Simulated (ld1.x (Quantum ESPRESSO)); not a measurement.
**F: generating and testing a TM potential**

Do these settings give a usable potential? It is generated, then checked for transferability, scattering, ghosts and hardness.

Method: ld1.x (Quantum ESPRESSO) 7.5, PBE, scalar-relativistic.

## Step 1: The atom and the settings

Typed settings, in words:

```json
{
 "element": "fluorine (F, Z = 9)",
 "type": "norm-conserving Troullier–Martins (Kleinman–Bylander form)",
 "frozen core": "[He]",
 "valence charge": "7",
 "reference configuration": "2s2 2p4 (charge +1)",
 "partial waves": "2s (bound): rc 0.85 bohr; 2p (bound): rc 1.30 bohr; 3d channel at 0.25 Ry: rc 1.40 bohr",
 "local potential": "all-electron potential smoothed inside 0.70 bohr (lloc = -2)",
 "core correction": "not asked for"
}
```

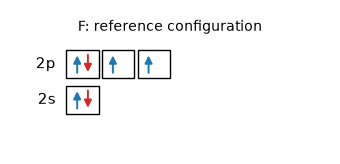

The outer shells as boxes. The arrows follow Hund's rule for the drawing; the calculation itself is spin-unpolarised.

## Step 2: The generation run

Input file F.in:

```
 &input
   title='F', zed=9., rel=1, dft='PBE', iswitch=3,
   config='[He] 2s2 2p4 3d-2',
   nld=3, rlderiv=1.55, eminld=-5.0, emaxld=5.0, deld=0.02
 /
 &inputp
   pseudotype=2, tm=.true., lloc=-2, rcloc=0.70,
   nlcc=.false.,
   file_pseudopw='F.UPF', file_wfcaegen='ae.wfc', file_wfcncgen='nc.wfc', file_beta='beta', file_chi='chi'
 /
3
2S  1  0   2.00   0.00  0.85  0.85  0.0
2P  2  1   4.00   0.00  1.30  1.30  0.0
3D  3  2  -2.00   0.25  1.40  1.40  0.0
 &test
   configts(1)='2s2 2p4'
 /
```

Launch:

```sh
$ ld1.x < F.in > F.out
```

Output in F.out (without the banner and most projector matrices):

```text
     Program LD1 v.7.5
     --------------------------- All-electron run ----------------------------

     F
     scalar relativistic calculation

     atomic number is  9.00
     dft =PBE   lsd =0 sic =0 latt =0  beta=0.20 tr2=1.0E-14
     Exchange-correlation= PBE
                           (   1   4   3   4   0   0   0)
     mesh =1105 r(mesh) =  99.76081 a.u. xmin = -7.00 dx = 0.01250
     1 Ry =  13.60569312 eV, c = 137.03599908

     n l     nl                  e(Ry)          e(Ha)          e(eV)
     1 0     1S 1( 2.00)       -50.2821       -25.1410      -684.1226
     2 0     2S 1( 2.00)        -3.4829        -1.7415       -47.3875
     2 1     2P 1( 4.00)        -2.0807        -1.0403       -28.3087

     final scf error:  2.6E-15 reached in  24 iterations

     Etot =    -198.064175 Ry,     -99.032088 Ha,   -2694.800386 eV

     Ekin =     197.957838 Ry,      98.978919 Ha,    2693.353590 eV
     Encl =    -464.349038 Ry,    -232.174519 Ha,   -6317.790507 eV
     Eh   =      87.742187 Ry,      43.871093 Ha,    1193.793269 eV
     Exc  =     -19.415162 Ry,      -9.707581 Ha,    -264.156738 eV

     normalization and overlap integrals

     s(1S/1S) =  1.000000  <r> =   0.1763  <r2> =    0.0420  r(max) =   0.1139
     s(2S/2S) =  1.000000  <r> =   0.9615  <r2> =    1.1139  r(max) =   0.7522
     s(2P/2P) =  1.000000  <r> =   0.9832  <r2> =    1.2443  r(max) =   0.6806

     ------------------------ End of All-electron run ------------------------

     --------------------- Generating NC pseudopotential ---------------------

      Generating local potential from pseudized AE potential:
      Matching radius rcloc =   0.7000
      Enforcing V''(0)=0 (lloc=-2)

      Local pseudo, rcloc= 0.707 Estimated cut-off energy=    59.58 Ry

      Wfc   2S  rcut= 0.842  Using Troullier-Martins method

      Wfc   2P  rcut= 1.288  Using Troullier-Martins method

      Wfc   3D  rcut= 1.388  Using Troullier-Martins method

     ------------------- End of pseudopotential generation -------------------

     [... the all-electron block is printed once more ...]


     Computing logarithmic derivative in   1.54349
     Computing logarithmic derivative in   1.54349
     Computing the partial wave expansion
     R is outside the sphere for l=    0 j= 0.00
     R is outside the sphere for l=    1 j= 0.00
     R is outside the sphere for l=    2 j= 0.00

     ---------------------- Testing the pseudopotential ----------------------

     F
     scalar relativistic calculation

     atomic number is  9.00   valence charge is  7.00
     dft =PBE   lsd =0 sic =0 latt =0  beta=0.20 tr2=1.0E-14
     mesh =1105 r(mesh) =  99.76081 xmin = -7.00 dx = 0.01250

     n l     nl             e AE (Ry)        e PS (Ry)    De AE-PS (Ry)
     1 0     2S   1( 2.00)       -3.48292       -3.48299        0.00006
     2 1     2P   1( 4.00)       -2.08065       -2.08066        0.00001

     eps = 3.3E-16  iter =  6

     Etot =    -198.064175 Ry,     -99.032088 Ha,   -2694.800386 eV
     Etotps =   -46.453626 Ry,     -23.226813 Ha,    -632.033779 eV

     Ekin =      31.334238 Ry,      15.667119 Ha,     426.324022 eV
     Encl =    -100.311684 Ry,     -50.155842 Ha,   -1364.809987 eV
     Ehrt =      33.498499 Ry,      16.749249 Ha,     455.770297 eV
     Ecxc =      -7.929960 Ry,      -3.964980 Ha,    -107.892598 eV
     Epseu=      -3.044719 Ry,      -1.522359 Ha,     -41.425512 eV

     ---------------------- End of pseudopotential test ----------------------
```

It took 0.91 s on 1 thread of Neoverse-V1, shared host. This counts the later configuration tests of the new file too.

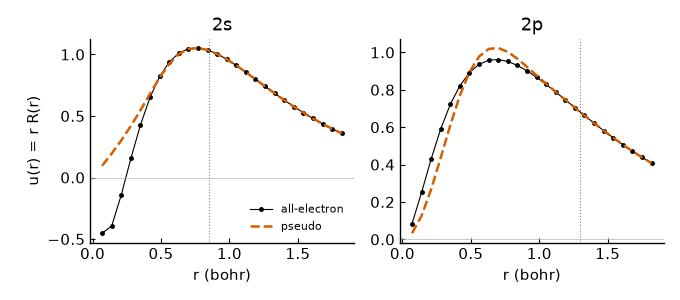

Bound waves of the atom and their pseudo partners (2s, 2p), with the matching radii dotted. The curves join 26 sampled radii.

## Step 3: Transferability test

Input file F.test.in:

```
 &input
   title='F', zed=9., rel=1, dft='PBE', iswitch=2,
   config='[He] 2s2 2p4 3d-2'
 /
 &test
   file_pseudo='F.UPF', nconf=8,
   configts(1)='2s2 2p4',
   configts(2)='2s2 2p5',
   configts(3)='2s2 2p3',
   configts(4)='2s2 2p2',
   configts(5)='2s2 2p1',
   configts(6)='2s1 2p5',
   configts(7)='2s2 2p4.5',
   configts(8)='2s1 2p6'
 /
```

Launch:

```sh
$ ld1.x < F.test.in > F.test.out
```

F.test.out, the pseudopotential blocks:

```text
     ---------------------- Testing the pseudopotential ----------------------

     F
     scalar relativistic calculation

     atomic number is  9.00   valence charge is  7.00
     dft =PBE   lsd =0 sic =0 latt =0  beta=0.20 tr2=1.0E-14
     mesh =1105 r(mesh) =  99.76081 xmin = -7.00 dx = 0.01250

     n l     nl             e AE (Ry)        e PS (Ry)    De AE-PS (Ry)
     1 0     2S   1( 2.00)       -3.48292       -3.48299        0.00006
     2 1     2P   1( 4.00)       -2.08065       -2.08066        0.00001

     eps = 1.4E-16  iter =  6

     Etot =    -198.064175 Ry,     -99.032088 Ha,   -2694.800384 eV
     Etotps =   -46.453626 Ry,     -23.226813 Ha,    -632.033777 eV

     Ekin =      31.334238 Ry,      15.667119 Ha,     426.324023 eV
     Encl =    -100.311684 Ry,     -50.155842 Ha,   -1364.809987 eV
     Ehrt =      33.498499 Ry,      16.749249 Ha,     455.770296 eV
     Ecxc =      -7.929960 Ry,      -3.964980 Ha,    -107.892598 eV
     Epseu=      -3.044719 Ry,      -1.522359 Ha,     -41.425512 eV

     ---------------------- End of pseudopotential test ----------------------

     ---------------------- Testing the pseudopotential ----------------------

     F
     [...]
     n l     nl             e AE (Ry)        e PS (Ry)    De AE-PS (Ry)
     1 0     2S   1( 2.00)       -2.19758       -2.19407       -0.00352
     2 1     2P   1( 5.00)       -0.81670       -0.81734        0.00065

     eps = 4.7E-16  iter = 12

     Etot =    -199.489330 Ry,     -99.744665 Ha,   -2714.190600 eV
     Etotps =   -47.879626 Ry,     -23.939813 Ha,    -651.435492 eV
     dEtot_ae =      -1.425155 Ry
     dEtot_ps =      -1.426000 Ry,   Delta E=       0.000845 Ry

     [...]
     ---------------------- End of pseudopotential test ----------------------

     ---------------------- Testing the pseudopotential ----------------------

     F
     [...]
     n l     nl             e AE (Ry)        e PS (Ry)    De AE-PS (Ry)
     1 0     2S   1( 2.00)       -4.99731       -4.99844        0.00113
     2 1     2P   1( 3.00)       -3.60167       -3.59129       -0.01038  !

     eps = 5.5E-15  iter = 22

     Etot =    -195.242940 Ry,     -97.621470 Ha,   -2656.415526 eV
     Etotps =   -43.636187 Ry,     -21.818093 Ha,    -593.700569 eV
     dEtot_ae =       2.821235 Ry
     dEtot_ps =       2.817439 Ry,   Delta E=       0.003796 Ry

     [...]
     ---------------------- End of pseudopotential test ----------------------

     ---------------------- Testing the pseudopotential ----------------------

     F
     [...]
     n l     nl             e AE (Ry)        e PS (Ry)    De AE-PS (Ry)
     1 0     2S   1( 2.00)       -6.70364       -6.69672       -0.00691  !
     2 1     2P   1( 2.00)       -5.34782       -5.30532       -0.04250  !

     eps = 4.9E-15  iter = 13

     Etot =    -190.786158 Ry,     -95.393079 Ha,   -2595.777923 eV
     Etotps =   -39.203246 Ry,     -19.601623 Ha,    -533.387336 eV
     dEtot_ae =       7.278017 Ry
     dEtot_ps =       7.250380 Ry,   Delta E=       0.027637 Ry

     [...]
     ---------------------- End of pseudopotential test ----------------------

     ---------------------- Testing the pseudopotential ----------------------

     F
     [...]
     n l     nl             e AE (Ry)        e PS (Ry)    De AE-PS (Ry)
     1 0     2S   1( 2.00)       -8.57765       -8.54411       -0.03354  !
     2 1     2P   1( 1.00)       -7.29740       -7.18460       -0.11280  !

     eps = 7.1E-15  iter = 23

     Etot =    -184.479831 Ry,     -92.239915 Ha,   -2509.975963 eV
     Etotps =   -32.970327 Ry,     -16.485163 Ha,    -448.584149 eV
     dEtot_ae =      13.584344 Ry
     dEtot_ps =      13.483299 Ry,   Delta E=       0.101045 Ry

     [...]
     ---------------------- End of pseudopotential test ----------------------

     ---------------------- Testing the pseudopotential ----------------------

     F
     [...]
     n l     nl             e AE (Ry)        e PS (Ry)    De AE-PS (Ry)
     1 0     2S   1( 1.00)       -3.49542       -3.49756        0.00214
     2 1     2P   1( 5.00)       -2.08974       -2.09584        0.00610  !

     eps = 6.9E-15  iter = 16

     Etot =    -196.660171 Ry,     -98.330085 Ha,   -2675.697932 eV
     Etotps =   -45.051702 Ry,     -22.525851 Ha,    -612.959627 eV
     dEtot_ae =       1.404004 Ry
     dEtot_ps =       1.401924 Ry,   Delta E=       0.002080 Ry

     [...]
     ---------------------- End of pseudopotential test ----------------------

     ---------------------- Testing the pseudopotential ----------------------

     F
     [...]
     n l     nl             e AE (Ry)        e PS (Ry)    De AE-PS (Ry)
     1 0     2S   1( 2.00)       -2.80814       -2.80641       -0.00173
     2 1     2P   1( 4.50)       -1.41356       -1.41452        0.00096

     eps = 1.4E-16  iter = 14

     Etot =    -198.934914 Ry,     -99.467457 Ha,   -2706.647396 eV
     Etotps =   -47.324734 Ry,     -23.662367 Ha,    -643.885810 eV
     dEtot_ae =      -0.870739 Ry
     dEtot_ps =      -0.871108 Ry,   Delta E=       0.000369 Ry

     [...]
     ---------------------- End of pseudopotential test ----------------------

     ---------------------- Testing the pseudopotential ----------------------

     F
     [...]
     n l     nl             e AE (Ry)        e PS (Ry)    De AE-PS (Ry)
     1 0     2S   1( 1.00)       -2.23280       -2.22813       -0.00468
     2 1     2P   1( 6.00)       -0.84819       -0.85036        0.00217

     eps = 7.9E-15  iter = 14

     Etot =    -198.106554 Ry,     -99.053277 Ha,   -2695.376983 eV
     Etotps =   -46.502433 Ry,     -23.251217 Ha,    -632.697836 eV
     dEtot_ae =      -0.042379 Ry
     dEtot_ps =      -0.048807 Ry,   Delta E=       0.006428 Ry

     [...]
     ---------------------- End of pseudopotential test ----------------------
```

Excitation and ionisation energies from 2s2 2p4, with the error of the potential.

```csv
valence configuration,charge,ΔE all-electron (eV),error AE − PS (meV)
2s2 2p5,0,-19.390,+11
2s2 2p3,+2,38.385,+52
2s2 2p2,+3,99.022,+376
2s2 2p1,+4,184.824,+1375
2s1 2p5,+1,19.102,+28
2s2 2p4.5,+0.5,-11.847,+5.0
2s1 2p6,0,-0.577,+87
```

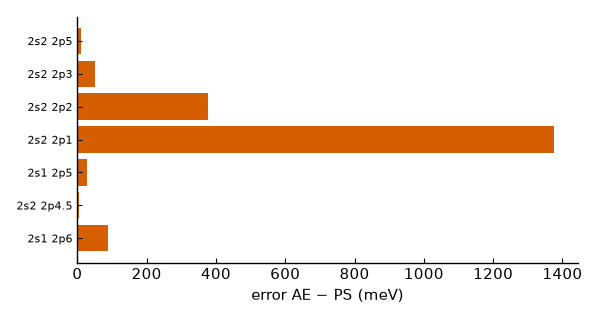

Error of the potential in each test configuration.

## Step 4: Logarithmic derivatives

Taken from the files of the generation run. The phase is arctan(r·u′/u) with u = r·R, unwrapped, with energies in Ry. A pole is an energy at which the radial function vanishes at the test radius. The pseudo phase is shifted by a multiple of π to meet the all-electron one at the reference energy. Levels narrower than the energy grid can be missing from the poles. The last column is the largest difference on the grid between −1 and +1 Ry.

| channel | radius (bohr) | reference (Ry) | poles AE | poles PS | window around the reference with phases within 0.05 rad (Ry) | largest difference near zero (rad) |
| --- | --- | --- | --- | --- | --- | --- |
| s | 1.54 | -3.48 | -2.40 | -2.40 | below 3.8 | 0.003 |
| p | 1.54 | -2.08 | -1.06 | -1.05 | below 3.1 | 0.008 |
| d | 1.54 | 0.25 | none | none | the whole range | 0.000 |

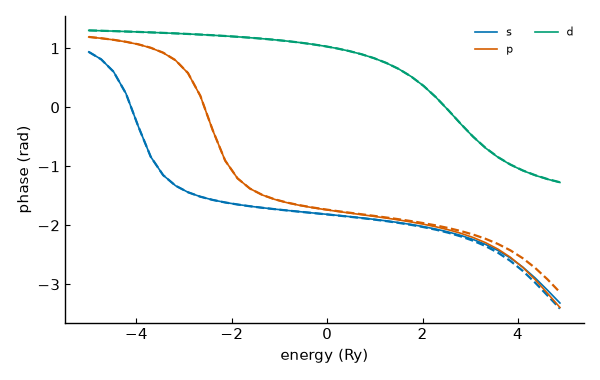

All-electron (solid) and pseudo (dashed) phases against energy.

## Step 5: Plane-wave convergence, by spherical Bessel functions

This step uses the generator's waves and projectors in a separate script. Basis: spherical Bessel functions vanishing at 20 bohr, q² up to the cutoff; potential fixed at the reference.

All-electron valence levels (Ry): 2s -3.4829, 2p -2.0806. The lowest levels of each channel (Ry) by cutoff; the last column sums, over occupied levels, occupation times the distance from the level at 400 Ry. A positive value at high cutoff is not a bound level.

```csv
cutoff (Ry),s #1,p #1,d #1,f #1,Σ f·Δε (mRy)
8,-3.1993,-0.8139,-0.1254,-0.0413,5634.4
18,-3.3154,-1.2356,-0.1258,-0.0413,3715.4
30,-3.3430,-1.6400,-0.1258,-0.0413,2042.5
50,-3.4358,-1.9884,-0.1258,-0.0413,463.4
70,-3.4707,-2.0705,-0.1258,-0.0413,65.4
110,-3.4785,-2.0802,-0.1258,-0.0413,10.9
140,-3.4796,-2.0805,-0.1258,-0.0413,7.5
160,-3.4809,-2.0806,-0.1258,-0.0413,4.4
200,-3.4826,-2.0806,-0.1258,-0.0413,0.8
260,-3.4828,-2.0807,-0.1258,-0.0413,0.3
400,-3.4830,-2.0807,-0.1258,-0.0413,0.0
```

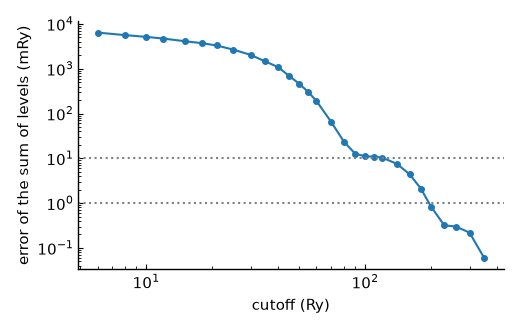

Occupation-weighted error of the valence levels against the cutoff; the dotted lines mark 10 and 1 mRy.

The sum stays within 10 mRy from 140 Ry and within 1 mRy from 200 Ry. The sum leaves out empty levels, which can need more. Ghost test: no level below the all-electron spectrum of its channel (s, p, d, f tested).

## Step 6: Summary of results

| quantity | value |
| --- | --- |
| cutoffs for 10 and 1 mRy, occupied levels | 140 Ry and 200 Ry |
| bound ghosts | none found |
| largest test error (AE − PS) | +1375 meV, for 2s2 2p1 |
| largest phase difference near zero energy, channels read | 0.008 rad |

In words: By total energies transferability is poor: the largest error is 1375 meV on 184.8 eV, for 2s2 2p1. That test lies far up in energy; among those under 40 eV, nearer to bonding, the largest error is 87 meV. By its cutoff, 140 Ry for the looser tolerance, it is very hard. The slowest occupied level is 2s: taken alone it needs 200 Ry to come within 1 mRy, against 90 Ry for 2p. The Bessel-basis test finds no level below the valence levels. Near zero energy the phases of the channels with partial waves agree within 0.008 rad.
